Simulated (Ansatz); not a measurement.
System: LiSi$_{2}$P$_{3}$.

Input

```
crystal:
  lattice:
    - [3.4615683802, 0.0, 0.0]
    - [-1.7307841901, 2.9978061542, 0.0]
    - [0.0, 0.0, 9.2274595642]
  atoms:
    - { symbol: Li, position: [0.0, 0.0, 0.5] }
    - { symbol: Si, position: [0.3333333333, 0.6666666667, 0.8318796197] }
    - { symbol: Si, position: [0.6666666667, 0.3333333333, 0.1681203803] }
    - { symbol: P, position: [0.6666666667, 0.3333333333, 0.702040423] }
    - { symbol: P, position: [0.0, 0.0, 0.0] }
    - { symbol: P, position: [0.3333333333, 0.6666666667, 0.297959577] }
basis:
  ecutwfc: 420
kpoints:
  mp_grid: { grid: [12, 12, 4] }
hamiltonian:
  xc: pbe
scf:
  occupations: { method: gaussian, width: 0.1 }
output:
  forces: true
  stress: true
  eigenvalues: true
  write_density: true
  write_potential: true
  elf: true
  volumetric_format: npy
relax:
  adjacent_minimum: "off"
  f_tol: 0.01
  max_steps: 80
  cell: { stress_tol: 0.05 }
```

Command:

```sh
ansatz run input.yaml --threads 1 --pin off --max-ram 2048MiB --backend cpu --events-out ev --progress --plain --runs-dir out
```

Below, planes, directions and counts refer to the conventional cell (a = 3.45 Å, b = 3.45 Å, c = 9.36 Å, α = 90.00°, β = 90.00°, γ = 120.00°).

The fields are those of the relaxed geometry.

Space group P-3m1; a structure generated by program, which may or may not match a known phase.

Method: Ansatz, DFT PBE, scalar-relativistic, plane waves, PAW.

**What will maps of the valence pseudo-density and electron localisation function show?**

Si–P (2.33 Å): the density is about 0.6 e/Å³ at the midpoint; the ELF peaks at about 0.90 between the atoms.
Li–P (2.75 Å): ρ at the midpoint is about 0.17 e/Å³; the ELF peaks at about 0.85 in the valence shell of P, 0.9 Å from its nucleus, and is about 0.75 at the midpoint.

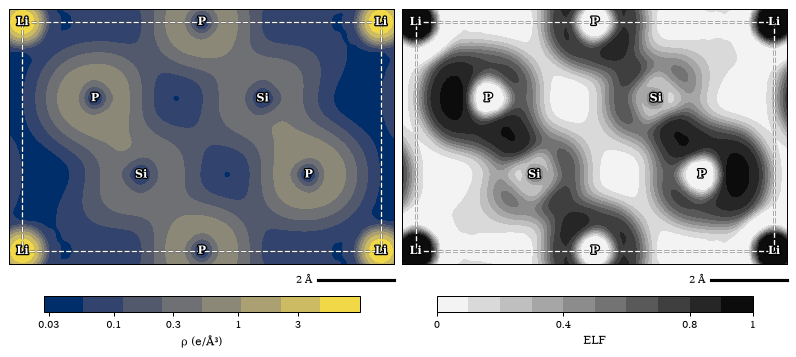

Computed valence pseudo-density and electron localisation function on the (110) plane of the conventional cell, in this order. 

In a PAW calculation such maps are meaningful between the atoms, not at the nuclei.
